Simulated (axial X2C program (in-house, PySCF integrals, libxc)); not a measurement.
## Relativistic diatomic calculation, with input and output: MoC⁻

MoC⁻, single determinant with Ω = 3/2. The distance is the PBE0 minimum at charge −1. Computed at this level: expectation values, HF and Kohn-Sham, two-component X2C with atomic mean-field Coulomb and Gaunt terms, Mo dyall-acv3z, C dyall-av3z (cores contracted) (axial X2C program (in-house, PySCF integrals, libxc)).

The program's output:
```
two-component X2C + atomic mean field  PBE0
basis functions 221  fitting functions 1031  grid points 5075
iter        total energy     max residual
   1      -4080.062361853     1.21e+01
   2      -4081.671628870     1.09e+01
   3      -4082.657816117     8.46e+00
   4      -4083.806992861     4.77e+00
   5      -4083.989556159     9.37e-01
   6      -4084.245458803     1.17e+00
   7      -4084.436462364     5.49e-01
   8      -4084.474463444     1.17e+00
   9      -4084.496229887     3.19e-01
  10      -4084.503727060     1.37e-01
  11      -4084.506324865     1.00e-01
  12      -4084.507968450     9.47e-02
  13      -4084.509083617     4.38e-02
  14      -4084.510075138     7.87e-02
  15      -4084.510610288     3.69e-02
  16      -4084.510742318     3.23e-02
  17      -4084.510834078     2.18e-02
  18      -4084.510878784     1.09e-02
  19      -4084.510893921     1.05e-02
  20      -4084.510901954     2.71e-03
  21      -4084.510905091     1.74e-03
  22      -4084.510907732     1.56e-03
  23      -4084.510909428     8.52e-04
  24      -4084.510910173     6.81e-04
  25      -4084.510910522     1.11e-03
  26      -4084.510910625     1.31e-03
  27      -4084.510910698     2.66e-04
  28      -4084.510910720     2.13e-04
  29      -4084.510910727     8.55e-05
  30      -4084.510910730     7.85e-05
  31      -4084.510910731     3.51e-05
  32      -4084.510910731     2.09e-05
  33      -4084.510910732     1.65e-05
  34      -4084.510910732     1.33e-05
  35      -4084.510910732     7.94e-06
converged
one-electron -5781.39805866  Coulomb 1758.45678853  exact exchange -31.91987882  xc functional -97.93516662  nuclear repulsion 70.18560903  atomic mean-field constant -1.90020419
```

Expectation values by level of theory:

| quantity | PBE0 | HF | TPSSh | LDA | PBE50 |
| --- | --- | --- | --- | --- | --- |
| effective field for an electron dipole moment (GV/cm) | −3.81 | −3.79 | −3.59 | −2.94 | −4.53 |
| field gradient at the first nucleus (a.u.) | −1.10 | −2.54 | −1.12 | −1.32 | −1.34 |
| field gradient at the second nucleus (a.u.) | −0.304 | −0.161 | −0.298 | −0.318 | −0.268 |
| A∥/gI, first nucleus (MHz) | 468 | −178 | 495 | 742 | 279 |
| A∥/gI, second nucleus (MHz) | −1.39 | −76.7 | −5.15 | 2.77 | −12.2 |

Each column comes from one determinant with 3 or more unpaired spinors, which can mix states, in a basis with contracted cores. The levels disagree widely: A∥/gI at the first nucleus runs from −178 to 742 MHz, A∥/gI at the second nucleus runs from −76.7 to 2.77 MHz and the field gradient at the first nucleus runs from −2.54 to −1.10 a.u. They may not all have settled in the same state, and these values aren't reliable properties of the molecule.

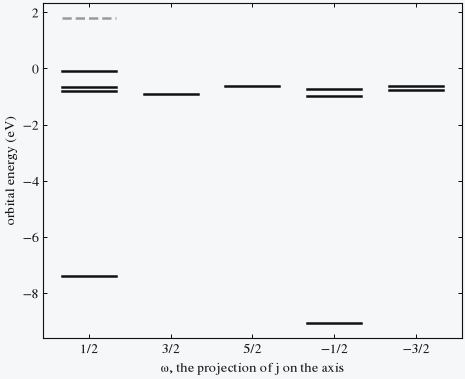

Fig. 1: Orbital energies (PBE0) near the frontier at 1.90 Å, filled (solid) and empty (dashed). The highest filled spinor (1/2; 38 % Mo s, 27 % C p) lies at −0.10 eV, the lowest empty one (1/2; 86 % Mo p, 12 % Mo s) at 1.78 eV.

Input:
```
{"zs": [42, 6], "q": -1, "bas": ["dyall-acv3z", "dyall-av3z"], "r0": 1.88, "levels": ["PBE0", "HF", "TPSSh", "LDA", "PBE50"], "nst": 3}
```

The line is the task of a batch: nuclear charges, charge, bases, the levels to run, a first guess of the distance and further settings. This report covers the levels named above. The log is that of the reference distance.

Launched within a batch (the task file carries these settings):
```bash
python <driver script> task.json out
```

Summary:

- outcome: converged; the levels of theory disagree widely
- hardware: 1 thread of Arm Neoverse V1, 24 GiB of memory available, shared host
- wall time: 7.5 s
- peak memory: 0.4 GiB
